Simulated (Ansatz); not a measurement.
# C2H8GeO2: one species, many methods, part 2 of 2

Ansatz 0.2.0, Gaussian basis; functionals in def2-TZVPP, the program's frozen cores in correlated methods. The steps go on from the part before.

### Step 17. ωB97M-V (range-separated)

in.yaml reads:

```yaml
crystal:
  periodic: [false, false, false]
  atoms:
    - {symbol: C, position_ang: [-1.273547, 0.575647, -1.128154]}
    - {symbol: Ge, position_ang: [-0.032524, 0.098182, 0.279603]}
    - {symbol: C, position_ang: [1.439492, -1.064747, -0.200562]}
    - {symbol: O, position_ang: [-1.070091, -0.628797, 1.537087]}
    - {symbol: O, position_ang: [0.766394, 1.534653, 0.975705]}
    - {symbol: H, position_ang: [-2.065962, 1.206799, -0.723518]}
    - {symbol: H, position_ang: [-0.758027, 1.116811, -1.922438]}
    - {symbol: H, position_ang: [-1.728913, -0.322791, -1.547274]}
    - {symbol: H, position_ang: [2.076789, -1.231806, 0.668833]}
    - {symbol: H, position_ang: [2.041063, -0.603921, -0.985323]}
    - {symbol: H, position_ang: [1.064786, -2.024911, -0.557034]}
    - {symbol: H, position_ang: [-0.577241, -0.875951, 2.322632]}
    - {symbol: H, position_ang: [0.138280, 2.186136, 1.295244]}
basis:
  gaussian: {orbitals: def2-TZVPP}
hamiltonian: {xc: {name: wB97M-V}}
output: {forces: true, orbitals: {seedname: orbitals}}
```

Command:

```sh
ansatz run in.yaml --threads 4 --pin off --events-out ev --progress --plain --max-ram 11315MiB
```

What it wrote, cut to the lines that bear on the results:

```text
Functional definition: wB97M-V
  name "wB97M-V"
  cite "Mardirossian & Head-Gordon, J. Chem. Phys. 144, 214110 (2016) doi:10.1063/1.4952647"
  cite "Becke, J. Chem. Phys. 107, 8554 (1997) doi:10.1063/1.475007"
  cite "Vydrov & Van Voorhis, J. Chem. Phys. 133, 244103 (2010) doi:10.1063/1.3521275"
  # Of w^i u^j: cxij and so on, Table III.
[...]
  gx(w, u) = 1 - cx + cx01*u + cx10*w
[...]
Atom 9 at     2.041063    -0.603921    -0.985323 Å, force    -0.041426    -0.037388     0.056809 eV/Å
Atom 10 at     1.064786    -2.024911    -0.557034 Å, force     0.033913     0.064752     0.023180 eV/Å
Atom 11 at    -0.577241    -0.875951     2.322632 Å, force    -0.043240    -0.003192    -0.012566 eV/Å
Atom 12 at     0.138280     2.186136     1.295244 Å, force     0.045067    -0.002580    -0.001630 eV/Å
Dipole moment:     0.014615    -0.043043    -0.120908 e Å
```

Run time: 7.5 s. Hardware: 4 threads of Intel Xeon 6975P-C, shared host; peak memory 1.2 GiB.

Atomisation energy: 4835.6 kJ/mol (free atoms -62765.944 eV, run apart). HOMO -10.46 eV, LUMO 1.99 eV.

### Step 18. B2PLYP (double hybrid)

Edit in.yaml of step 17 so:

```diff
@@ -18,3 +18,2 @@
   gaussian: {orbitals: def2-TZVPP}
-hamiltonian: {xc: {name: wB97M-V}}
-output: {forces: true, orbitals: {seedname: orbitals}}
+hamiltonian: {xc: {name: B2PLYP}}
```

The command is unchanged.

What it wrote, cut to the lines that bear on the results:

```text
Functional definition: B2PLYP
  name "B2PLYP"
  cite "Grimme, J. Chem. Phys. 124, 034108 (2006) doi:10.1063/1.2148954"
  cite "Becke, Phys. Rev. A 38, 3098 (1988) doi:10.1103/PhysRevA.38.3098"
  cite "Lee, Yang & Parr, Phys. Rev. B 37, 785 (1988) doi:10.1103/PhysRevB.37.785"
[...]
1705 factors; integrals over basis functions are off by at most 9.1e-4 eV
[...]
mean field -62797.37422187 eV, -2307.7609370646 hartree, gradient 4.4e-6 eV, S^2 0.000000; 0 other end points of the search recorded, 0 dependent functions left out
13 core orbitals not correlated: weight in the atoms' cores, before any rotation towards them, 1.000 or more for the frozen orbitals, at most 0.000 for the correlated occupied ones
reference -62797.37440623 eV, -2307.7609438397 hartree; 21, 21 occupied and 250, 250 virtual orbitals, 1705 factors
second order -36.17000929 eV of doubles, -0.00000000 eV of singles
Total energy: -62807.14030874 eV, -2308.1198341373 hartree
```

It took 4.3 s on 4 threads of Intel Xeon 6975P-C, shared host; peak memory 0.87 GiB.

Atomisation energy: 4785.4 kJ/mol (free atoms -62757.544 eV, run apart).

### Step 19. PBE-QIDH (double hybrid)

Edit in.yaml of step 18 so:

```diff
@@ -18,2 +18,2 @@
   gaussian: {orbitals: def2-TZVPP}
-hamiltonian: {xc: {name: B2PLYP}}
+hamiltonian: {xc: {name: PBE-QIDH}}
```

Same command.

What it wrote, cut to the lines that bear on the results:

```text
Functional definition: PBE-QIDH
  name "PBE-QIDH"
  cite "Brémond, Sancho-García, Pérez-Jiménez & Adamo, J. Chem. Phys. 141, 031101 (2014) doi:10.1063/1.4890314"
  cite "Perdew, Burke & Ernzerhof, Phys. Rev. Lett. 77, 3865 (1996) doi:10.1103/PhysRevLett.77.3865"
[...]
1705 factors; integrals over basis functions are off by at most 9.1e-4 eV
[...]
mean field -62786.87958932 eV, -2307.3752664319 hartree, gradient 8.3e-6 eV, S^2 0.000000; 0 other end points of the search recorded, 0 dependent functions left out
13 core orbitals not correlated: weight in the atoms' cores, before any rotation towards them, 1.000 or more for the frozen orbitals, at most 0.000 for the correlated occupied ones
reference -62786.87960238 eV, -2307.3752669121 hartree; 21, 21 occupied and 250, 250 virtual orbitals, 1705 factors
second order -33.59519446 eV of doubles, -0.00000000 eV of singles
Total energy: -62798.07800054 eV, -2307.7868004537 hartree
```

Wall time 5.5 s (4 threads of Intel Xeon 6975P-C, shared host); peak memory 0.87 GiB.

With the free atoms at this level, -62748.304 eV in sum, the atomisation energy is 4802.5 kJ/mol.

### Step 20. Orbital energies across the functionals

Dipoles come from the runs that computed forces. Levels, from each run's orbital file:

| functional | HOMO (eV) | LUMO (eV) | gap (eV) | dipole (D) |
| --- | --- | --- | --- | --- |
| LDA (SPW92) | -6.74 | -0.45 | 6.30 |  |
| PBE-D4 | -6.56 | -0.29 | 6.27 | 0.58 |
| revPBE-D4 | -6.49 | -0.21 | 6.28 |  |
| BLYP-D4 | -6.47 | -0.34 | 6.13 |  |
| r2SCAN-D4 | -6.93 | 0.36 | 7.29 | 0.61 |
| B97M-V | -7.02 | -0.10 | 6.92 |  |
| PBE0-D4 | -8.14 | 0.56 | 8.70 |  |
| B3LYP-D4 | -7.90 | 0.18 | 8.08 | 0.63 |
| r2SCANh-D4 | -7.52 | 0.63 | 8.15 |  |
| r2SCAN0-D4 | -8.38 | 1.00 | 9.38 |  |
| HSE06-D4 | -7.74 | 0.19 | 7.93 |  |
| BHLYP-D4 | -9.51 | 1.16 | 10.68 |  |
| CAM-B3LYP-D4 | -9.57 | 1.30 | 10.87 |  |
| LC-ωPBE | -10.92 | 2.66 | 13.57 |  |
| ωB97X-V | -10.57 | 2.42 | 12.98 |  |
| ωB97M-V | -10.46 | 1.99 | 12.44 | 0.62 |

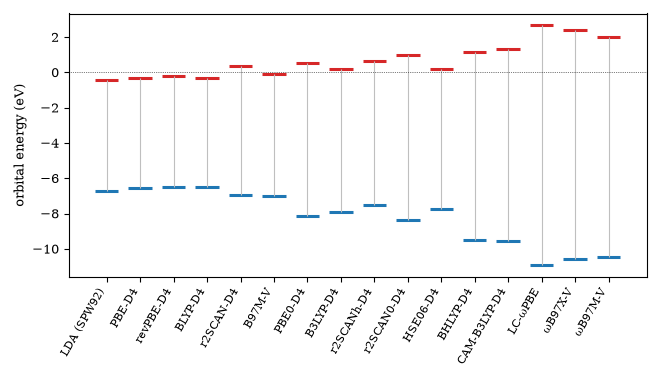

Highest occupied (blue) and lowest empty (red) level by functional.

### Step 21. CCSD(T) in def2-SVP

Edit in.yaml of step 19 so:

```diff
@@ -17,3 +17,3 @@
 basis:
-  gaussian: {orbitals: def2-TZVPP}
-hamiltonian: {xc: {name: PBE-QIDH}}
+  gaussian: {orbitals: def2-SVP}
+correlation: {method: ccsd_t}
```

Launched as before.

What it wrote, cut to the lines that bear on the results:

```text
Functional definition: HF
  name "HF"
  cite "Fock, Z. Phys. 61, 126 (1930) doi:10.1007/BF01340294"
  parent pbe
[...]
1284 factors; integrals over basis functions are off by at most 1.0e-3 eV
[...]
mean field -62725.40265016 eV, -2305.1160305885 hartree, gradient 4.6e-6 eV, S^2 0.000000; 0 other end points of the search recorded, 0 dependent functions left out
13 core orbitals not correlated: weight in the atoms' cores, before any rotation towards them, 1.000 or more for the frozen orbitals, at most 0.000 for the correlated occupied ones
reference -62725.40265016 eV, -2305.1160305885 hartree; 21, 21 occupied and 94, 94 virtual orbitals, 1284 factors
second order -24.46163871 eV of doubles, -0.00000000 eV of singles
cycle   1  -24.70071434 eV  change   -2.4e-1 eV  update   1.1e-1
[...]
cycle   8  -25.43719451 eV  change    1.6e-5 eV  update   4.2e-5
perturbative correction -0.65126444 eV, -0.0239335267 hartree
Total energy: -62751.49110911 eV, -2306.0747637715 hartree
```

Wall time 7 s (4 threads of Intel Xeon 6975P-C, shared host); peak memory 0.94 GiB.

### Step 22. CCSD(T) in def2-TZVPP

Edit in.yaml of step 21 so:

```diff
@@ -17,3 +17,4 @@
 basis:
-  gaussian: {orbitals: def2-SVP}
+  gaussian: {orbitals: def2-TZVPP}
 correlation: {method: ccsd_t}
+output: {orbitals: {seedname: orbitals}}
```

The command is unchanged.

What it wrote, cut to the lines that bear on the results:

```text
Functional definition: HF
  name "HF"
  cite "Fock, Z. Phys. 61, 126 (1930) doi:10.1007/BF01340294"
  parent pbe
[...]
1705 factors; integrals over basis functions are off by at most 9.1e-4 eV
[...]
mean field -62740.45074777 eV, -2305.6690379755 hartree, gradient 1.1e-6 eV, S^2 0.000000; 0 other end points of the search recorded, 0 dependent functions left out
13 core orbitals not correlated: weight in the atoms' cores, before any rotation towards them, 1.000 or more for the frozen orbitals, at most 0.000 for the correlated occupied ones
reference -62740.45074777 eV, -2305.6690379755 hartree; 21, 21 occupied and 250, 250 virtual orbitals, 1705 factors
second order -29.97279071 eV of doubles, -0.00000000 eV of singles
cycle   1  -29.88334403 eV  change    8.9e-2 eV  update   1.1e-1
[...]
cycle   8  -30.72560705 eV  change    3.7e-5 eV  update   5.1e-5
perturbative correction -1.13405032 eV, -0.0416755804 hartree
Total energy: -62772.31040514 eV, -2306.8398587886 hartree
```

Run time: 1.9 min. Hardware: 4 threads of Intel Xeon 6975P-C, shared host; peak memory 9.9 GiB.

### Step 23. MP2 in def2-QZVPP

Edit in.yaml of step 22 so:

```diff
@@ -17,4 +17,3 @@
 basis:
-  gaussian: {orbitals: def2-TZVPP}
-correlation: {method: ccsd_t}
-output: {orbitals: {seedname: orbitals}}
+  gaussian: {orbitals: "def2-QZVPP.json"}
+correlation: {method: mp2}
```

The command is unchanged.

What it wrote, cut to the lines that bear on the results:

```text
Functional definition: HF
  name "HF"
  cite "Fock, Z. Phys. 61, 126 (1930) doi:10.1007/BF01340294"
  parent pbe
[...]
3413 factors; integrals over basis functions are off by at most 7.9e-4 eV
[...]
mean field -62741.89405101 eV, -2305.7220783914 hartree, gradient 1.1e-6 eV, S^2 0.000000; 0 other end points of the search recorded, 0 dependent functions left out
13 core orbitals not correlated: weight in the atoms' cores, before any rotation towards them, 1.000 or more for the frozen orbitals, at most 0.000 for the correlated occupied ones
reference -62741.89405101 eV, -2305.7220783914 hartree; 21, 21 occupied and 523, 523 virtual orbitals, 3413 factors
second order -38.82763890 eV of doubles, -0.00000000 eV of singles
Total energy: -62780.72168991 eV, -2307.1489678025 hartree
```

It took 23 s on 4 threads of Intel Xeon 6975P-C, shared host; peak memory 4.3 GiB.

The pieces so far (eV):

| basis | HF | MP2 correlation | CCSD correlation | (T) | total |
| --- | --- | --- | --- | --- | --- |
| def2-SVP | -62725.4027 | -24.4616 | -25.4372 | -0.6513 | -62751.4911 |
| def2-TZVPP | -62740.4507 | -29.9728 | -30.7256 | -1.1341 | -62772.3104 |
| def2-QZVPP | -62741.8941 | -38.8276 |  |  | -62780.7217 (MP2) |

The report of the def2-TZVPP run gives T1 = 0.0108.

### Step 24. The basis-set limit

No new run: Hartree-Fock is extrapolated as exp(−7.88√X) and correlation as X^−2.97, with X = 3 and 4; only MP2 was run in the larger set, so CCSD(T) minus MP2 is added from the smaller one.

| level | energy at the limit (eV) |
| --- | --- |
| HF | -62742.0928 |
| MP2 | -62787.4796 |
| CCSD | -62788.2324 |
| CCSD(T) | -62789.3665 |

This is no true limit for total energies: MP2 correlation changes by a factor of 1.30 from triple to quadruple zeta (about 1.07 in light molecules), because outer-core shells are correlated in sets not made for them. Much of that cancels between molecule and atoms or ions.

### Step 25. RPA on PBE orbitals

Edit in.yaml of step 23 so:

```diff
@@ -17,3 +17,4 @@
 basis:
-  gaussian: {orbitals: "def2-QZVPP.json"}
-correlation: {method: mp2}
+  gaussian: {orbitals: def2-TZVPP}
+hamiltonian: {xc: pbe}
+correlation: {method: rpa}
```

Same command.

What it wrote, cut to the lines that bear on the results:

```text
Functional definition: PBE
  name "PBE"
  cite "Perdew, Burke & Ernzerhof, Phys. Rev. Lett. 77, 3865 (1996) doi:10.1103/PhysRevLett.77.3865"
  parent pbe
[...]
1705 factors; integrals over basis functions are off by at most 9.1e-4 eV
[...]
mean field -62805.65789266 eV, -2308.0653563512 hartree, gradient 7.1e-6 eV, S^2 0.000000; 0 other end points of the search recorded, 0 dependent functions left out
13 core orbitals not correlated: weight in the atoms' cores, before any rotation towards them, 1.000 or more for the frozen orbitals, at most 0.000 for the correlated occupied ones
reference -62738.52280014 eV, -2305.5981872070 hartree; 21, 21 occupied and 250, 250 virtual orbitals, 1705 factors
Total energy: -62785.74750406 eV, -2307.3336630661 hartree
```

Run time: 4.2 s. Hardware: 4 threads of Intel Xeon 6975P-C, shared host; peak memory 0.78 GiB.

RPA correlation: -47.225 eV. No RPA run of the hydrogen atom was made, so RPA has no atomisation energy below.

### Step 26. All levels against the reference

Free atoms (2 C, 1 Ge, 2 O, 8 H) were run apart at each level; the atomisation energy is their sum less the molecule, without zero-point or spin-orbit terms.

Differences are taken before rounding.

| method | rung | atomisation energy (kJ/mol) | from CCSD(T)/CBS (kJ/mol) | time |
| --- | --- | --- | --- | --- |
| LDA (SPW92) | LDA | 5516.0 | +653.9 | 1.2 s |
| PBE-D4 | GGA | 4895.6 | +33.5 | 2.3 s |
| revPBE-D4 | GGA | 4774.6 | -87.5 | 1.7 s |
| BLYP-D4 | GGA | 4804.0 | -58.0 | 1.9 s |
| r2SCAN-D4 | meta-GGA | 4844.1 | -18.0 | 3.4 s |
| B97M-V | meta-GGA | 4838.5 | -23.5 | 5.5 s |
| PBE0-D4 | hybrid | 4812.6 | -49.4 | 2.7 s |
| B3LYP-D4 | hybrid | 4813.6 | -48.4 | 4 s |
| r2SCANh-D4 | hybrid | 4812.7 | -49.4 | 3.9 s |
| r2SCAN0-D4 | hybrid | 4767.8 | -94.3 | 3.7 s |
| HSE06-D4 | hybrid | 4815.5 | -46.5 | 3 s |
| BHLYP-D4 | hybrid | 4676.7 | -185.3 | 2.6 s |
| CAM-B3LYP-D4 | range-separated | 4846.3 | -15.8 | 3.5 s |
| LC-ωPBE | range-separated | 4811.9 | -50.2 | 2.3 s |
| ωB97X-V | range-separated | 4844.8 | -17.2 | 5.5 s |
| ωB97M-V | range-separated | 4835.6 | -26.4 | 7.5 s |
| B2PLYP | double hybrid | 4785.4 | -76.7 | 4.3 s |
| PBE-QIDH | double hybrid | 4802.5 | -59.6 | 5.5 s |
| HF/def2-TZVPP | wavefunction | 3500.7 | -1361.4 |  |
| MP2/def2-TZVPP | wavefunction | 4823.4 | -38.7 |  |
| CCSD/def2-TZVPP | wavefunction | 4684.1 | -177.9 |  |
| CCSD(T)/def2-SVP | wavefunction | 4557.1 | -304.9 | 7 s |
| CCSD(T)/def2-TZVPP | wavefunction | 4751.3 | -110.8 | 1.9 min |
| MP2/CBS | wavefunction | 4934.2 | +72.1 |  |
| CCSD(T)/CBS | wavefunction | 4862.1 | 0 | 2.3 min |

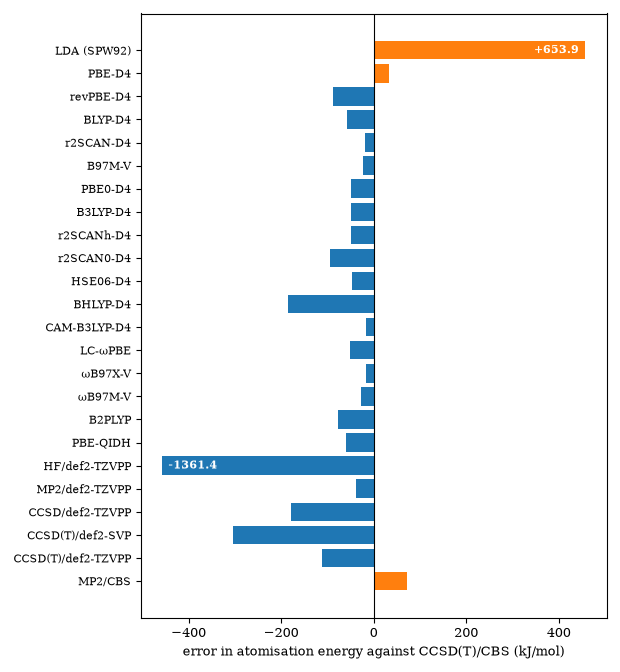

Error of each method against CCSD(T)/CBS. Bars with a number in them are cut short.

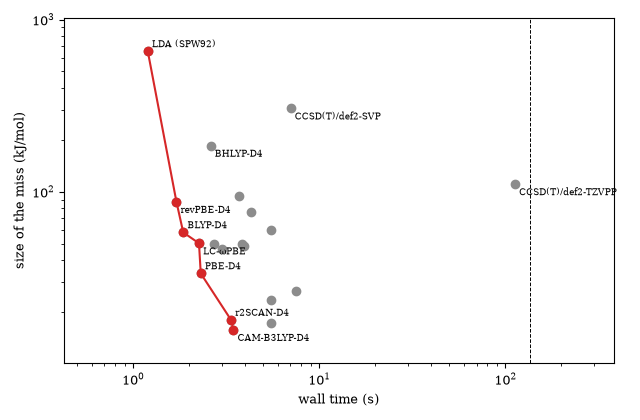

Miss against cost. Red marks the levels that no quicker level drawn beats (of those quicker than the yardstick), and the dashed line is the time of CCSD(T)/CBS. Only those levels and the largest misses are named. Times are from a shared host.

LDA (SPW92), LC-ωPBE, B2PLYP, PBE-QIDH carry no dispersion term (for B3LYP, D4 adds 38.8 kJ/mol).

Times are those of the molecule's run; HF, MP2 and CCSD come out of the CCSD(T) runs, and the limit's time is the sum of the runs that it needs.

### Step 27. Results

This closing draws on all 2 parts.

| quantity | value |
| --- | --- |
| atomisation energy, CCSD(T)/CBS | 4862.1 kJ/mol |
| functionals within 48.6 kJ/mol (1.0 %) | PBE-D4, r2SCAN-D4, B97M-V, B3LYP-D4, HSE06-D4, CAM-B3LYP-D4, ωB97X-V, ωB97M-V |
| farthest beyond LDA | BHLYP-D4 (-185.3 kJ/mol) |
| mean size of error, GGA | 59.7 kJ/mol |
| mean size of error, meta-GGA | 20.8 kJ/mol |
| mean size of error, hybrid | 78.9 kJ/mol |
| mean size of error, range-separated | 27.4 kJ/mol |
| mean size of error, double hybrid | 68.1 kJ/mol |
| gap, smallest and largest | 6.13 eV (BLYP-D4), 13.57 eV (LC-ωPBE) |
| T1 diagnostic | 0.0108 |
| triples share of the correlation energy | 3.6 % |

What this shows: LDA overbinds by 653.9 kJ/mol (13 %). PBE-D4 is off by +33.5 kJ/mol. Double hybrids carry the basis error of their MP2 part in triple zeta, and no dispersion term here, so their miss is partly the set-up's. The rungs meta-GGA, range-separated miss on average by less than the doubt on the reference (48.6 kJ/mol), so they tie. Misses under about 48.6 kJ/mol are within the doubt on the reference itself, which lacks core-valence correlation, relativity and higher excitations, and its outer-core shells are covered unevenly. Hartree-Fock recovers 72 % of the binding; the rest is correlation. CCSD(T) in def2-SVP is off by -304.9 kJ/mol, which most functionals beat. The gap grows from 6.1 to 13.6 eV across the functionals, mostly with the share of exact exchange. Correlated methods include outer-core shells of Ge, which these sets cover unevenly.

CAM-B3LYP-D4 reaches 15.8 kJ/mol from the reference in 3.5 s, where CCSD(T)/CBS took 2.3 min; the quickest level in the cost chart, LDA (SPW92), takes 1.2 s and misses by 653.9 kJ/mol.
